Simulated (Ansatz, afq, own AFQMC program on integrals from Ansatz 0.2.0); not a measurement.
# BNH2 (singlet): AFQMC on the coupled-cluster ladder at distance B1–N2 = 1.233 Å, cc-pVDZ, part 2 of 2

Ansatz 0.2.0, Gaussian basis, and an in-house AFQMC program (afq) on its integrals; all values are calculated; cc-pVDZ, frozen cores.

### Step 13. Phaseless AFQMC, CID trial on RHF (settings varied)

It reads the integrals that the CCSD(T) run on this determinant wrote.

Started as:

```sh
$ afq ham --method phaseless --trial cid --walkers 80 --populations 1 --least-time 40 --time-step 0.02 --steps-per-block 25 --equilibration-blocks 6 --max-blocks 120 --target-error 0.00076 --factor-cut 1e-06 --seed 2004 --taylor-order 8
```

Output:

```text
orbitals 36  electrons 5 5  factors 309 of 355
reference energy -80.30086983 Eh
CCSD correlation -0.26489163 Eh in 10 cycles, weight of the determinant in the CISD state 0.8953
energy of the start -80.566091 Eh
 block  time / (1/Eh)  mean weight  energy / Eh
     1     0.500  1.0086  -80.565660
     2     1.000  0.9991  -80.565822
     3     1.500  0.9972  -80.572273
     4     2.000  0.9953  -80.570895
     5     2.500  0.9967  -80.574522
     6     3.000  1.0030  -80.583716
     7     3.500  0.9940  -80.581819
     8     4.000  0.9913  -80.582178
     9     4.500  1.0065  -80.623706
    10     5.000  0.9934  -80.579115
    13     6.500  1.0031  -80.570040
    16     8.000  1.0047  -80.572003
    19     9.500  1.0037  -80.572981
    22    11.000  0.9972  -80.574104
    25    12.500  0.9993  -80.584761
    28    14.000  1.0027  -80.580734
    31    15.500  0.9968  -80.577406
    34    17.000  1.0043  -80.584688
    37    18.500  1.0018  -80.574626
    40    20.000  1.0019  -80.575601
    43    21.500  1.0057  -80.574109
    46    23.000  0.9975  -80.575511
    49    24.500  1.0063  -80.581845
    52    26.000  0.9981  -80.573128
    55    27.500  0.9944  -80.577405
    58    29.000  1.0053  -80.571990
    61    30.500  0.9988  -80.579732
    64    32.000  1.0041  -80.578618
    67    33.500  0.9996  -80.577219
    70    35.000  0.9969  -80.572252
    73    36.500  1.0088  -80.571501
    76    38.000  0.9985  -80.578072
    79    39.500  1.0007  -80.578531
    82    41.000  1.0038  -80.575617
    85    42.500  0.9910  -80.580525
    88    44.000  1.0011  -80.579530
    91    45.500  1.0054  -80.575247
    94    47.000  1.0086  -80.582441
    97    48.500  1.0056  -80.573325
   100    50.000  1.0009  -80.573774
   103    51.500  0.9989  -80.576566
   106    53.000  0.9977  -80.572199
   109    54.500  1.0013  -80.570346
   112    56.000  1.0018  -80.571997
   115    57.500  1.0016  -80.578175
   118    59.000  0.9980  -80.579738
   121    60.500  0.9954  -80.582605
   124    62.000  0.9997  -80.573883
blocks merged  error / Eh  count
     1  0.000675  120
     2  0.000758  60
     4  0.000866  30
     8  0.000915  15
energy -80.577690 +/- 0.000866 Eh
```

Run time: 49 s. Hardware: 1 thread of Arm Neoverse V1, shared host.

Energy -2192.6307 ± 0.0236 eV. Caveats: constraint bias not in the error.

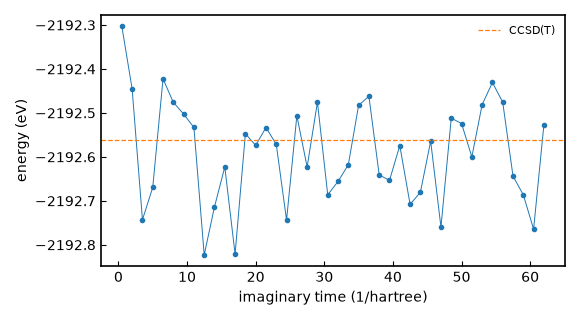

Block energies along the walk.

### Step 14. Free-projection AFQMC, CISD trial on RHF (settings varied)

It reads the integrals that the CCSD(T) run on this determinant wrote.

Started as:

```sh
$ afq ham --method free --trial cisd --walkers 100 --time-step 0.02 --max-blocks 30 --target-error 0.00076 --factor-cut 1e-05 --seed 944 --times 0.0,0.4,0.8,1.6,2.4 --taylor-order 4
```

Output:

```text
orbitals 36  electrons 5 5  factors 273 of 355
reference energy -80.30086983 Eh
CCSD correlation -0.26489154 Eh in 10 cycles, weight of the determinant in the CISD state 0.8953
repeat  energy at the last time / Eh  error
    10  -80.575781  0.001560
    20  -80.576613  0.001037
    30  -80.576687  0.000718
time / (1/Eh)  energy / Eh  error  mean overlap
  0.00  -80.565828  0.000651  1.1170
  0.40  -80.572832  0.000578  1.1230
  0.80  -80.575943  0.000516  1.1061
  1.60  -80.574959  0.000506  1.1235
  2.40  -80.576687  0.000718  1.1467
energy -80.576687 +/- 0.000718 Eh
```

Wall time 41 s (1 thread of Arm Neoverse V1, shared host).

Energy -2192.6033 ± 0.0195 eV. Caveats: remainder of the start not in the error.

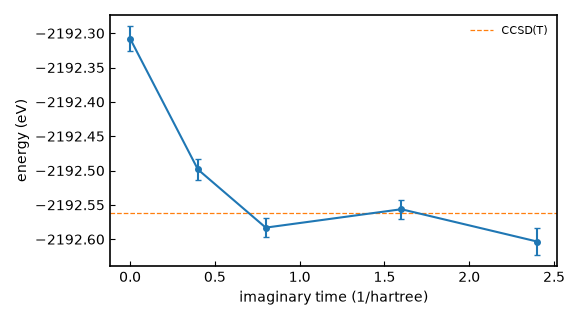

Energy against projection time, with error bars.

### Step 15. UHF

Input file in.yaml:

```yaml
crystal:
  periodic: [false, false, false]
  atoms:
    - {symbol: B, position_ang: [0.000000, 0.000000, 0.571255]}
    - {symbol: N, position_ang: [0.000000, 0.000000, -0.661337]}
    - {symbol: H, position_ang: [0.000000, 0.000000, 1.742910]}
    - {symbol: H, position_ang: [0.000000, 0.000000, -1.652828]}
basis:
  gaussian: {orbitals: cc-pVDZ}
magnetization: {spin_polarized: true, initial_magnetization: 0}
hamiltonian: {xc: hf}
output: {orbitals: {seedname: orbitals}}
```

Started as:

```sh
$ ansatz run in.yaml --threads 1 --pin off --events-out ev --progress --plain --max-ram 1382MiB
```

Output:

```text
Functional definition: HF
  name "HF"
  cite "Fock, Z. Phys. 61, 126 (1930) doi:10.1007/BF01340294"
  parent pbe
  exchange = exact_x
  correlation = 0
355 factors; integrals over basis functions are off by at most 1.3e-3 eV
mean field evaluation 1: about -2182.2235 eV, gradient 2.5e1 eV
mean field evaluation 2: about -2182.2236 eV, gradient 2.5e1 eV
mean field evaluation 4: about -2185.0737 eV, gradient 1.7e0 eV
mean field evaluation 8: about -2185.0980 eV, gradient 4.2e-5 eV
mean field -2185.09798482 eV, -80.3008698293 hartree, gradient 4.8e-5 eV, S^2 0.000000; 0 other end points of the search recorded, 0 dependent functions left out
reference -2185.09798482 eV, -80.3008698293 hartree; 7, 7 occupied and 31, 31 virtual orbitals, 355 factors
Total energy: -2185.09798482 eV, -80.3008698293 hartree
```

It took 0.15 s on 1 thread of Arm Neoverse V1, shared host.

From the report: ⟨S²⟩ of the determinant 0.000 (pure singlet: 0.00).

### Step 16. AFQMC on the ladder

On the RHF determinant, counted from CCSDT(Q) (a yardstick, not exact):

```
                                                             level  energy (eV)  from CCSDT(Q) (kcal/mol)  statistical error (kcal/mol)     time
                                                                HF   -2185.0980                   +172.99                                       
                                                               MP2   -2191.8818                    +16.56                                       
                                                              CCSD   -2192.3061                     +6.77                                       
                                                           CCSD(T)   -2192.5615                     +0.88                                       
                                                          CCSDT(Q)   -2192.5997                      0.00                                       
               Phaseless AFQMC, CISD trial, step 0.005, 70 walkers   -2192.6171                     -0.40                          0.41  3.6 min
Phaseless AFQMC, single-determinant trial, step 0.005, 140 walkers   -2192.5707                     +0.67                          1.95    3 min
          Free-projection AFQMC, CISD trial, step 0.03, 70 walkers   -2192.5787                     +0.48                          0.44  1.8 min
                 Phaseless AFQMC, CID trial, step 0.02, 80 walkers   -2192.6307                     -0.71                          0.54     49 s
         Free-projection AFQMC, CISD trial, step 0.02, 100 walkers   -2192.6033                     -0.08                          0.45     41 s
```

The functionals' totals stand on their own zeros and serve differences with other points: PBE -2195.707 eV; r2SCAN -2197.370 eV; PBE0 -2195.924 eV; B3LYP -2198.931 eV; wB97M-V -2197.825 eV; B2PLYP -2196.516 eV.

### Step 17. Outcome

The summary covers parts 1 to 2.

| quantity | value |
| --- | --- |
| CCSD(T) on RHF from CCSDT(Q) | +0.88 kcal/mol |
| Phaseless AFQMC, CISD trial on RHF from CCSDT(Q) | -0.40 ± 0.41 kcal/mol |
| Phaseless AFQMC, single-determinant trial on RHF from CCSDT(Q) | +0.67 ± 1.95 kcal/mol |
| Free-projection AFQMC, CISD trial on RHF from CCSDT(Q) | +0.48 ± 0.44 kcal/mol |

On RHF the phaseless walk with the CISD trial lies -0.40 kcal/mol from CCSDT(Q), within three error bars. Free projection has no constraint; at the last time it gives +0.48 ± 0.44 kcal/mol. Error bars are statistical and leave out the constraint, the time step and what remains of the start.
